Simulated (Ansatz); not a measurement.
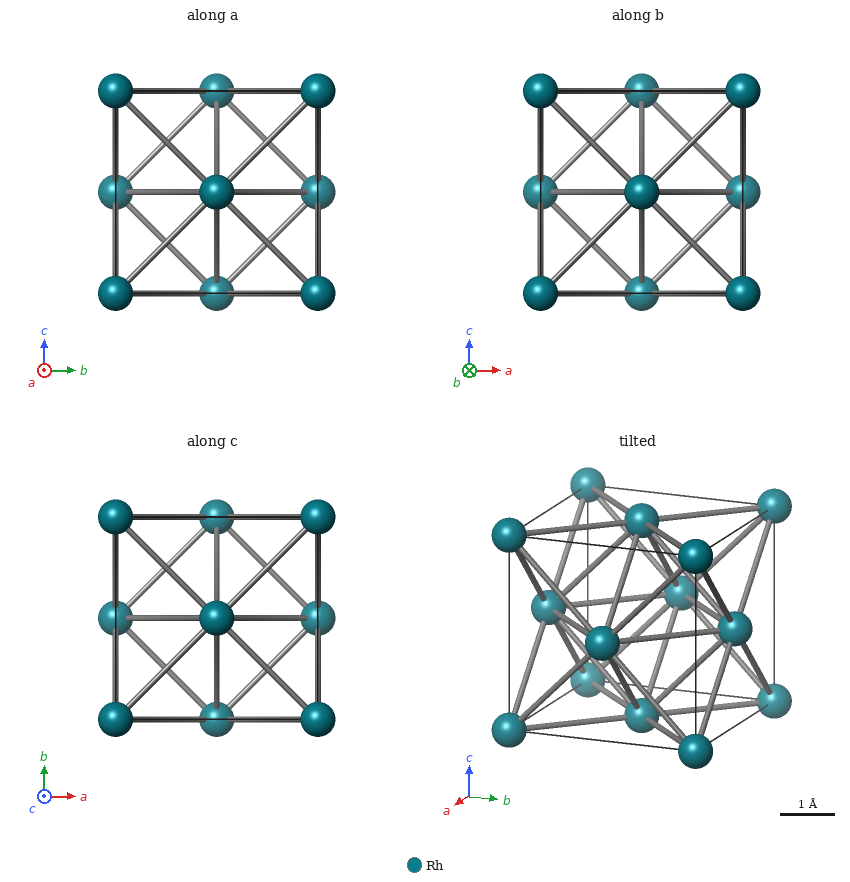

Ball-and-stick representation of a periodic structure, projected along the a axis, along the b axis, along the c axis and slightly off an axis. Lines trace the edges of the conventional unit cell.

Lattice parameters: a = 3.8000 Å, b = 3.8000 Å, c = 3.8000 Å, α = 90.000°, β = 90.000°, γ = 90.000°.

Reconstruct the structure as a CIF in P1 with every atom of the cell.

Answer.
```cif
data_structure
_symmetry_space_group_name_H-M 'P 1'
_symmetry_Int_Tables_number 1
_cell_length_a 3.8000
_cell_length_b 3.8000
_cell_length_c 3.8000
_cell_angle_alpha 90.000
_cell_angle_beta 90.000
_cell_angle_gamma 90.000
_cell_volume 54.87
loop_
_atom_site_label
_atom_site_type_symbol
_atom_site_fract_x
_atom_site_fract_y
_atom_site_fract_z
_atom_site_occupancy
Rh1 Rh 0.0000 0.0000 0.0000 1
Rh2 Rh 0.0000 0.5000 0.5000 1
Rh3 Rh 0.5000 0.0000 0.5000 1
Rh4 Rh 0.5000 0.5000 0.0000 1
```

It goes back to the standard structure of this element. Earlier steps of the study may have refined or changed the cell and positions. It went into a calculation with Ansatz.

At this level of theory the cell isn't at rest (stretched, at -11 GPa), so its distances can differ from those at equilibrium, the more so the softer the solid.
